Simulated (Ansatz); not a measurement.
**CH5BOSSi: comparison of dispersion corrections in Python**

A script is to give a comparison of dispersion corrections; the system is CH5BOSSi. SMILES: OC1BS[SiH2]1.

Program: Ansatz 0.2.0, driven from Python. The levels of theory stand in the script. These are calculated values, not measurements.

**1. The system**

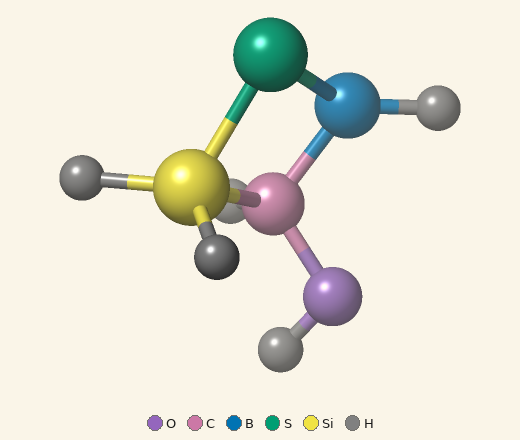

The structure that the script starts from, seen from a chosen angle (oxygen purple, carbon pink, boron blue, sulfur teal, silicon yellow, hydrogen grey).

The script holds or builds the structure itself.

**2. Script**

Contents of run_disp.py:

```python
"""Size of D3 and D4 in CH5BOSSi."""

import ansatz as az

geometry = (
    az.Crystal.molecule()
    .atom("O", (1.2712, -0.4988, 1.0028))
    .atom("C", (-0.0891, -0.2841, 0.5225))
    .atom("B", (-0.5114, -1.4905, -0.499))
    .atom("S", (-0.9304, -0.2339, -1.8717))
    .atom("Si", (-0.1979, 1.1751, -0.587))
    .atom("H", (1.3368, 0.1982, 1.7431))
    .atom("H", (-0.7913, -0.2238, 1.3629))
    .atom("H", (0.0732, -2.5334, -0.5983))
    .atom("H", (-1.1944, 2.1777, -0.0717))
    .atom("H", (1.1163, 1.6625, -1.0006))
)

calc = geometry.calculation().basis(gaussian="def2-SVP")
for name in ["pbe0", "blyp"]:
    for correction in ("d3bj", "d4"):
        summary = calc.functional(name, dispersion=correction).run(threads=1).report
        print(f"{name:8s} {correction:5s} total {summary['free_energy_ev']:.5f} eV, of which dispersion {1000 * summary['dispersion']['energy']['ev']:.2f} meV")
```

**3. The input behind the calls**

The engine receives this input (first run):

```yaml
crystal:
  periodic: [false, false, false]
  atoms:
    - { symbol: O, position_ang: [1.2712, -0.4988, 1.0028] }
    - { symbol: C, position_ang: [-0.0891, -0.2841, 0.5225] }
    - { symbol: B, position_ang: [-0.5114, -1.4905, -0.499] }
    - { symbol: S, position_ang: [-0.9304, -0.2339, -1.8717] }
    - { symbol: Si, position_ang: [-0.1979, 1.1751, -0.587] }
    - { symbol: H, position_ang: [1.3368, 0.1982, 1.7431] }
    - { symbol: H, position_ang: [-0.7913, -0.2238, 1.3629] }
    - { symbol: H, position_ang: [0.0732, -2.5334, -0.5983] }
    - { symbol: H, position_ang: [-1.1944, 2.1777, -0.0717] }
    - { symbol: H, position_ang: [1.1163, 1.6625, -1.0006] }
basis:
  gaussian:
    orbitals: def2-SVP
hamiltonian:
  xc: pbe0
  dispersion: d3bj
```

**4. Launch**

On the command line:

```console
python run_disp.py
```

Output:

```text
pbe0     d3bj  total -22533.85766 eV, of which dispersion -234.69 meV
pbe0     d4    total -22533.84699 eV, of which dispersion -224.02 meV
blyp     d3bj  total -22543.87773 eV, of which dispersion -586.76 meV
blyp     d4    total -22543.87821 eV, of which dispersion -587.25 meV
```

Run time: 7.7 s. Hardware: 1 thread of Intel Xeon 6975P-C (Granite Rapids), shared host; peak memory 0.26 GiB.

**5. What changed from run to run**

The engine's inputs for the other runs:

Run 2, against run 1:

```diff
@@ -19 +19 @@
-  dispersion: d3bj
+  dispersion: d4
```

Run 3, against run 1:

```diff
@@ -18 +18 @@
-  xc: pbe0
+  xc: blyp
```

Run 4, against run 1:

```diff
@@ -18,2 +18,2 @@
-  xc: pbe0
-  dispersion: d3bj
+  xc: blyp
+  dispersion: d4
```

**6. What each run gave**

From the records of these 4 runs:

```
run  functional  dispersion  energy (eV)  SCF cycles  CPU time (s)
  1        pbe0        d3bj  -22533.8577          17           1.8
  2        pbe0          d4  -22533.8470          17           1.9
  3        blyp        d3bj  -22543.8777          19           1.9
  4        blyp          d4  -22543.8782          19           1.7
```

Totals hang on method, basis and potentials, so only like runs compare.

**7. Outcome**

| quantity | value |
| --- | --- |
| dispersion energy | -587.25 to -224.02 meV |
| runs compared | 4 |

**Reading.** The dispersion term depends on the functional it is damped for, so it isn't a property of the molecule alone. All 4 runs converged (17 to 19 cycles). The geometry is a force-field or estimated start, not a minimum of this method, and the basis set is short of its limit. D4 holds the three-body term, and d3bj doesn't.
